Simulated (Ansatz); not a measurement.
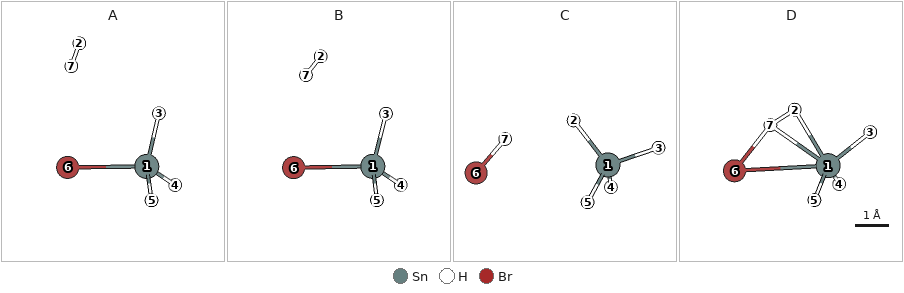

4 geometries from a converged minimum-energy path of SnH5Br, made up at the start of SnH₄ and HBr, shuffled. Style: ball-and-stick. Shown at a tilt.

All numbers below come from RKS PBE0-D4/def2-SVP (Ansatz 0.2.0). Set-up: 7 movable images; climbing image; force threshold 0.05 eV/Å; iteration limit 60; starting path through a guess of the saddle point.

One of them is the converged climbing image. Which?

Answer. D. In order along the path, whose images run from 0 to 8: C (image 0, 0.0 kJ/mol), D (image 3, +110.3 kJ/mol), B (image 7, −69.1 kJ/mol), A (image 8, −71.1 kJ/mol). Breaking: Br6–H7 (1.42 → 1.85 at the top → 3.15 Å), Sn1–H2 (1.72 → 1.99 at the top → 4.29 Å). Forming: H2–H7 (2.27 → 0.92 at the top → 0.76 Å), Sn1–Br6 (4.19 → 2.97 at the top → 2.50 Å).

Limits of the set-up: the start holds two separate molecules, 2.3 Å apart at their closest, whose relative position is a soft coordinate.

Cost: 4.6 min on 1 thread of Arm Neoverse V1 (shared host), peak memory 0.21 GiB.
